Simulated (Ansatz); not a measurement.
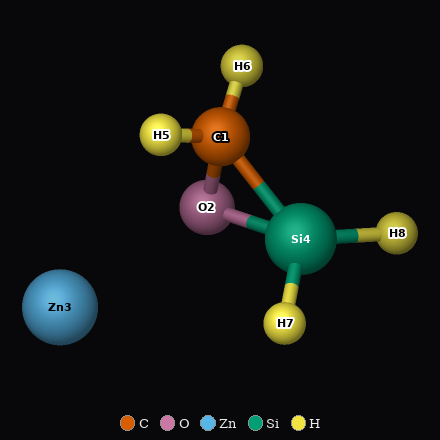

The system is CH4OSiZn; the picture shows the reference structure. 
- The first coordinate is: bond length C1–H5; the second: bond length C1–H6.
- Nothing is relaxed (all other coordinates rigid).
- The grid has 9 × 9 points.
- Points are written as (first, second).
- Energies are in kJ/mol, from the lowest grid point.
- The calculation used RKS PBE-D4/def2-SVP (Ansatz).

Its coordinates:

```xyz
8

C    -0.2401    0.8499   -0.4705
O    -0.2830    0.3027    0.9032
Zn    2.0662    0.4943    1.9272
Si   -0.3290   -0.9713   -0.2642
H     0.7244    1.3428   -0.7118
H    -1.1269    1.4565   -0.7357
H     0.9003   -1.8165   -0.3473
H    -1.6198   -1.7154   -0.3568
```

Range: bond length C1–H5 from 0.932 to 1.443 Å; bond length C1–H6 from 0.952 to 1.549 Å.

> Predict the map.

The lowest grid point is at (1.124 Å, 1.101 Å). No other kind of well shows on this grid. The highest grid point, (1.443 Å, 1.549 Å), lies 232 kJ/mol above the lowest. Round the minimum the contours are nearly round: the two directions are equally stiff and uncoupled.

| bond length C1–H6 ↓, bond length C1–H5 → | 0.932 | 0.996 | 1.060 | 1.124 | 1.187 | 1.251 | 1.315 | 1.379 | 1.443 |
| --- | --- | --- | --- | --- | --- | --- | --- | --- | --- |
| 1.549 | 207 | 163 | 142 | 139 | 147 | 163 | 184 | 207 | 232 |
| 1.475 | 176 | 132 | 111 | 108 | 116 | 132 | 152 | 176 | 201 |
| 1.400 | 146 | 101 | 81 | 77 | 85 | 101 | 122 | 145 | 170 |
| 1.325 | 117 | 73 | 53 | 49 | 57 | 72 | 92 | 116 | 141 |
| 1.251 | 93 | 49 | 28 | 24 | 32 | 47 | 68 | 91 | 115 |
| 1.176 | 75 | 31 | 10 | 6 | 14 | 29 | 49 | 72 | 97 |
| 1.101 | 69 | 24 | 4 | 0 | 7 | 23 | 43 | 66 | 90 |
| 1.026 | 81 | 36 | 16 | 12 | 19 | 34 | 54 | 77 | 101 |
| 0.952 | 120 | 75 | 55 | 51 | 58 | 73 | 93 | 116 | 140 |

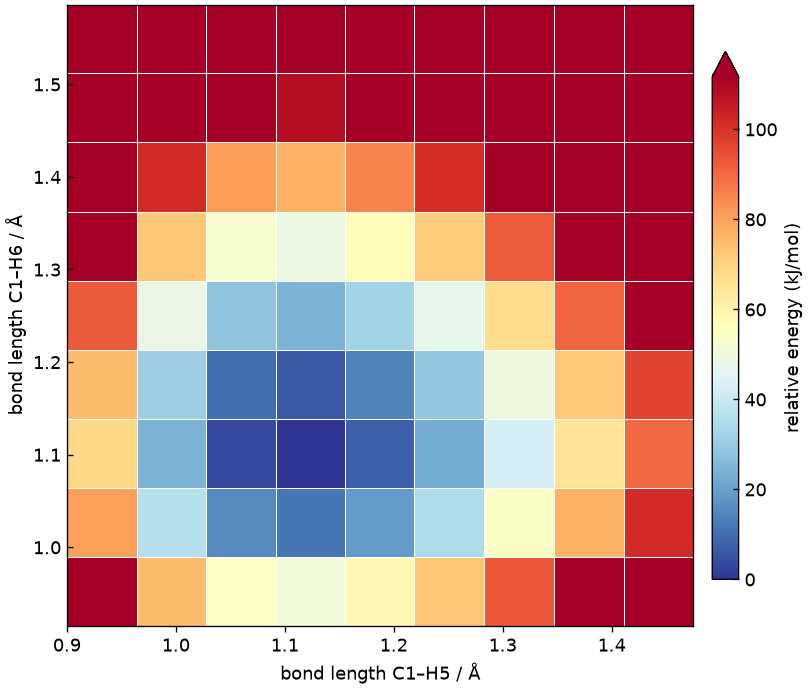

Drawn: one coloured cell a grid point, one colour for all values above the top of the scale.

Each point was launched as `ansatz run input.yaml --threads 1 --pin off --max-ram 2560MiB --backend cpu --events-out ev --progress --plain --runs-dir out`. The whole map (81 points run) took 17 min on 1 thread of Intel(R) Xeon(R) Processor @ 2.50GHz (Skylake/Cascade Lake), on a shared host.
